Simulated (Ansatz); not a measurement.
# N2H (dinitrogen monohydride) at UCCSD/STO-3G

What is the energy change on altering one bond length of N2H (dinitrogen monohydride) at UCCSD/STO-3G? 

The results are computed with Ansatz 0.2.0.

34 further runs of the same task are left out: 34 set aside as unsound or not needed.

**1. The system as given**

N2H has 3 atoms, charge 0, and is taken as a doublet. As SMILES, `[N]=N`. The coordinates come from a GFN2-xTB relaxation.

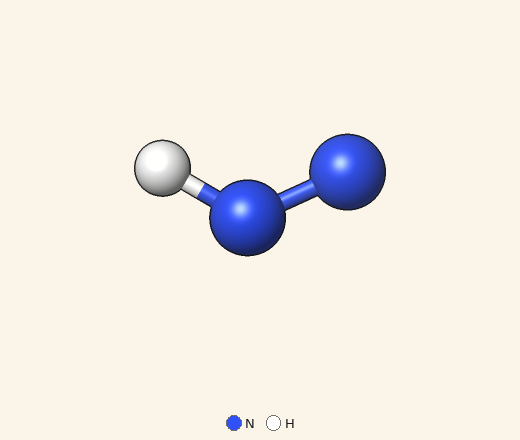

Viewed from a chosen angle; nitrogen blue, hydrogen white.

**2. The energy at UCCSD/STO-3G**

Contents of run.yaml:

```yaml
crystal:
  periodic: [false, false, false]
  atoms:
    - {symbol: "N", position_ang: [0.715210, -0.640440, 0.325220]}
    - {symbol: "N", position_ang: [-0.243160, -0.185380, -0.152740]}
    - {symbol: H, position_ang: [-0.472040, 0.825820, -0.172480]}
basis:
  gaussian: {orbitals: STO-3G}
magnetization: {spin_polarized: true, initial_magnetization: 1}
correlation: {method: ccsd, frozen_orbitals: {H: 0, "N": 1}}
accuracy: high
scf: {omitted_lower_state_checks: [cluster_reference, increment]}
```

Run with:

```console
$ ansatz run run.yaml --threads 1 --pin off --max-ram 2610MiB --events-out events.jsonl --progress --plain --runs-dir runs
```

Standard output (excerpt; [...] marks lines left out):

```text
Warning: RAYON_NUM_THREADS=1 ignored (pool sized by the plan → 1); use --threads N
Functional definition: HF
  name "HF"
[...]
168 factors; integrals over basis functions are off by at most 1.6e-8 eV
[...]
mean field -2938.34957564 eV, -107.9823552198 hartree, gradient 1.1e-8 eV, S^2 0.907088; 0 other end points of the search recorded, 0 dependent functions left out
2 core orbitals not correlated: weight in the atoms' cores, before any rotation towards them, 1.000 or more for the frozen orbitals, at most 0.000 for the correlated occupied ones
reference -2938.34957564 eV, -107.9823552198 hartree; 6, 5 occupied and 3, 4 virtual orbitals, 168 factors
second order -2.58982993 eV of doubles, -0.00000000 eV of singles
cycle   1  -2.91565651 eV  change   -3.3e-1 eV  update   8.5e-2
[...]
cycle  23  -3.50633908 eV  change   6.5e-10 eV  update  5.9e-10
Total energy: -2941.85591472 eV, -108.1112108044 hartree
Checks for a lower state left out: cluster_reference, increment
```

It took 0.2 s on 1 thread of Arm Neoverse V1, shared host.

**3. The distorted shape**

Contents of in.yaml:

```yaml
crystal:
  periodic: [false, false, false]
  atoms:
    - {symbol: "N", position_ang: [0.772428, -0.893231, 0.330155]}
    - {symbol: "N", position_ang: [-0.185942, -0.438171, -0.147805]}
    - {symbol: H, position_ang: [-0.472040, 0.825820, -0.172480]}
basis:
  gaussian:
    orbitals: STO-3G
magnetization:
  spin_polarized: true
  initial_magnetization: 1
scf:
  omitted_lower_state_checks: [cluster_reference, increment]
correlation:
  method: ccsd
  frozen_orbitals: {H: 0, "N": 1}
accuracy: high
```

Run with:

```console
$ ansatz run in.yaml --threads 1 --pin off --max-ram 2610MiB --events-out events.jsonl --progress --plain --runs-dir runs
```

Standard output (excerpt; [...] marks lines left out):

```text
Warning: RAYON_NUM_THREADS=1 ignored (pool sized by the plan → 1); use --threads N
[... 2 set-up lines as earlier in the session ...]
[...]
168 factors; integrals over basis functions are off by at most 1.4e-8 eV
[...]
mean field -2937.80221003 eV, -107.9622399047 hartree, gradient 3.1e-8 eV, S^2 1.018706; 0 other end points of the search recorded, 0 dependent functions left out
2 core orbitals not correlated: weight in the atoms' cores, before any rotation towards them, 1.000 or more for the frozen orbitals, at most 0.000 for the correlated occupied ones
reference -2937.80221003 eV, -107.9622399047 hartree; 6, 5 occupied and 3, 4 virtual orbitals, 168 factors
second order -2.82828110 eV of doubles, -0.00000000 eV of singles
cycle   1  -3.14611360 eV  change   -3.2e-1 eV  update   1.0e-1
[...]
cycle  24  -3.99648806 eV  change   9.8e-10 eV  update  5.5e-10
Total energy: -2941.79869809 eV, -108.1091081322 hartree
Checks for a lower state left out: cluster_reference, increment
```

It took 0.2 s on 1 thread of Arm Neoverse V1, shared host.

**4. What came out**

Level: UCCSD/STO-3G, 2 core orbitals frozen.

```
                                                         quantity          value
                                        first shape: total energy  -108.11121 Eh
         first shape: correlation energy (2 core orbitals frozen)     -128.9 mEh
                   first shape: ⟨S²⟩ of the reference determinant          0.907
                                       first shape: T1 diagnostic          0.051
                                    distorted shape: total energy  -108.10911 Eh
     distorted shape: correlation energy (2 core orbitals frozen)     -146.9 mEh
               distorted shape: ⟨S²⟩ of the reference determinant          1.019
                                   distorted shape: T1 diagnostic          0.061
energy change with the N2–H3 bond stretched from 1.037 to 1.296 Å       0.057 eV
```

With the N2–H3 bond stretched from 1.037 to 1.296 Å the energy rises by 0.06 eV (5.5 kJ/mol). The first shape isn't relaxed at this level, so the change isn't measured from a minimum. The minimal basis adds a large error of its own. ⟨S²⟩ (first shape) is 0.91 where a pure doublet has 0.75: the reference is spin-contaminated. The T1 diagnostic (first shape) of 0.051 is above the customary mark for such species, so a single reference may not serve. ⟨S²⟩ (distorted shape) is 1.02 where a pure doublet has 0.75: the reference is spin-contaminated. The T1 diagnostic (distorted shape) of 0.061 is above the customary mark for such species, so a single reference may not serve.
